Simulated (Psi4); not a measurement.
# CH2InN (SMILES N#[C][InH2]) at HF/def2-QZVPP (density fitting, core potential, sweep point 6)

What is the energy change on altering one bond length of CH2InN at HF/def2-QZVPP (density fitting, core potential, sweep point 6)? 

The calculation is run with Psi4 1.11.

## (1) The structure to begin with

CH2InN has 5 atoms, charge 0, and is taken as a singlet. As SMILES, `N#[C][InH2]`. Geometry: relaxed at PBE0-D4/def2-TZVP.

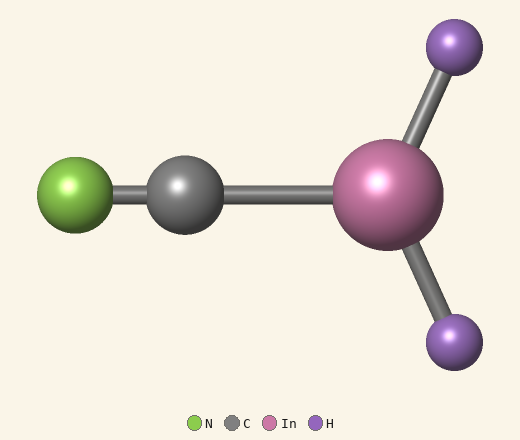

The structure, seen from a chosen angle (nitrogen green, carbon grey, indium pink, hydrogen purple).

## (2) The energy at HF/def2-QZVPP (density fitting, core potential, sweep point 6)

The input, calc.py:

```python
import psi4

psi4.set_memory(1600000000)
psi4.set_num_threads(1)
psi4.set_output_file('output.dat', False)

mol = psi4.geometry("""
N      0.27382132    -3.61410121     3.00844399
C      0.15533549    -1.94906352     1.60418851
In    -0.06349480     1.13251287    -0.99399594
H     -1.93281188     0.57825619    -3.55627559
H      1.66163618     3.71350081    -0.14059562
units bohr
symmetry c1
""")

psi4.set_options(dict(basis='def2-QZVPP', reference='rhf', puream=True, scf_type='df'))

e_tot, wfn = psi4.energy('scf', molecule=mol, return_wfn=True)
print(f'total energy {e_tot:.8f} hartree = {e_tot * 27.211386:.5f} eV')
```

On the command line:

```console
python calc.py
```

output.dat:

```text
[...]
    !!!  WARNING: ECP capability is in beta. Please check occupations closely.  !!!
[...]
  Running in c1 symmetry.
[...]
  Nuclear repulsion =   91.016401324794174
[...]
  Multiplicity = 1
[...]
  Nalpha       = 18
  Nbeta        = 18
[...]
    Number of basis functions: 256
[...]
   @DF-RHF iter   1:  -282.64050439442383   -1.82476e+00   1.62593e-03 ADIIS/DIIS
[...]
   @DF-RHF iter   8:  -282.70737561912318   -4.22000e-07   7.37000e-07 DIIS
[...]
    Orbital Energies [Eh]
    ---------------------
    Doubly Occupied:
       1A    -15.560736     2A    -11.236217     3A     -5.424147
       4A     -3.685369     5A     -3.677467     6A     -3.675570
       7A     -1.200079     8A     -1.074915     9A     -1.067829
      10A     -1.066639    11A     -1.064738    12A     -1.061731
      13A     -0.666181    14A     -0.561115    15A     -0.483754
      16A     -0.473451    17A     -0.461093    18A     -0.438572
[...]
  @DF-RHF Final Energy:  -282.70737561912318
   => Energetics <=
    Nuclear Repulsion Energy =             91.0164013247941739
    One-Electron Energy =                -641.6883260236925253
    Two-Electron Energy =                 267.9645490797751677
    Total Energy =                       -282.7073756191231837
[...]
 Multipole Moments:
 ------------------------------------------------------------------------------------
     Multipole            Electronic (a.u.)      Nuclear  (a.u.)        Total (a.u.)
 ------------------------------------------------------------------------------------
 L = 1.  Multiply by 2.5417464519 to convert [e a0] to [Debye]
 Dipole X            :         -1.8155106            1.7154038           -0.1001068
 Dipole Y            :         25.5571306          -24.1470439            1.4100867
 Dipole Z            :        -21.5495354           20.3605645           -1.1889709
 Magnitude           :                                                    1.8471648
[...]
```

The script printed:

```text
total energy -282.70737562 hartree = -7692.85952 eV
```

It took 5.1 s on 1 thread of Intel Xeon Platinum 8488C (Sapphire Rapids), shared host; peak memory 0.46 GiB.

## (3) The distorted shape, same level

The input, job.py:

```python
import psi4

psi4.set_memory(1600000000)
psi4.set_num_threads(1)
psi4.set_output_file('psi4.out', False)

molecule = psi4.geometry("""
N      0.64770174    -3.50324421     3.52092260
C      0.52921591    -1.83820652     2.11666711
In     0.31038563     1.24336987    -0.48151733
H     -1.93281188     0.57825619    -3.55627559
H      2.03551661     3.82435781     0.37188298
units bohr
symmetry c1
""")

psi4.set_options({
    'reference': 'rhf',
    'puream': True,
    'scf_type': 'df',
})

e = psi4.energy("scf/def2-QZVPP")
print('E =', round(e, 9))
```

On the command line:

```console
python job.py
```

psi4.out:

```text
[...]
    !!!  WARNING: ECP capability is in beta. Please check occupations closely.  !!!
[...]
  Running in c1 symmetry.
[...]
  Nuclear repulsion =   89.788354773575321
[...]
  Multiplicity = 1
[...]
  Nalpha       = 18
  Nbeta        = 18
[...]
    Number of basis functions: 256
[...]
   @DF-RHF iter   1:  -282.62426176811880   -1.82598e+00   1.58819e-03 DIIS/ADIIS
[...]
   @DF-RHF iter   8:  -282.68860664339593   -3.52050e-07   7.04922e-07 DIIS
[...]
    Orbital Energies [Eh]
    ---------------------
    Doubly Occupied:
       1A    -15.566412     2A    -11.242264     3A     -5.434267
       4A     -3.695925     5A     -3.687932     6A     -3.685725
       7A     -1.205184     8A     -1.084507     9A     -1.077923
      10A     -1.075621    11A     -1.074939    12A     -1.068635
      13A     -0.666992    14A     -0.559030    15A     -0.485295
      16A     -0.469189    17A     -0.466072    18A     -0.417528
[...]
  @DF-RHF Final Energy:  -282.68860664339593
   => Energetics <=
    Nuclear Repulsion Energy =             89.7883547735753211
    One-Electron Energy =                -639.0270284171608637
    Two-Electron Energy =                 266.5500670001896424
    Total Energy =                       -282.6886066433959286
[...]
 Multipole Moments:
 ------------------------------------------------------------------------------------
     Multipole            Electronic (a.u.)      Nuclear  (a.u.)        Total (a.u.)
 ------------------------------------------------------------------------------------
 L = 1.  Multiply by 2.5417464519 to convert [e a0] to [Debye]
 Dipole X            :         -1.3727685            1.4364350            0.0636664
 Dipole Y            :         25.6635043          -24.2297592            1.4337451
 Dipole Z            :        -20.9244632           19.9781814           -0.9462819
 Magnitude           :                                                    1.7190485
[...]
```

The script printed:

```text
E = -282.688606643
```

It took 5.1 s on 1 thread of Intel Xeon Platinum 8488C (Sapphire Rapids), shared host; peak memory 0.46 GiB.

## (4) Summary of results

Level: HF/def2-QZVPP (density fitting, core potential, sweep point 6).

```
                                                          quantity          value
                                         first shape: total energy  -282.70738 Eh
                                        first shape: dipole moment         4.70 D
                                          first shape: HOMO energy      -11.93 eV
                                          first shape: LUMO energy       -0.13 eV
                                        first shape: HOMO–LUMO gap       11.81 eV
                                     distorted shape: total energy  -282.68861 Eh
                                    distorted shape: dipole moment         4.37 D
                                      distorted shape: HOMO energy      -11.36 eV
                                      distorted shape: LUMO energy       -0.19 eV
                                    distorted shape: HOMO–LUMO gap       11.17 eV
energy change with the In3–H4 bond stretched from 1.704 to 2.045 Å       0.511 eV
```

With the In3–H4 bond stretched from 1.704 to 2.045 Å the energy rises by 0.51 eV (11.8 kcal/mol). The first shape isn't relaxed at this level, so the change isn't measured from a minimum.
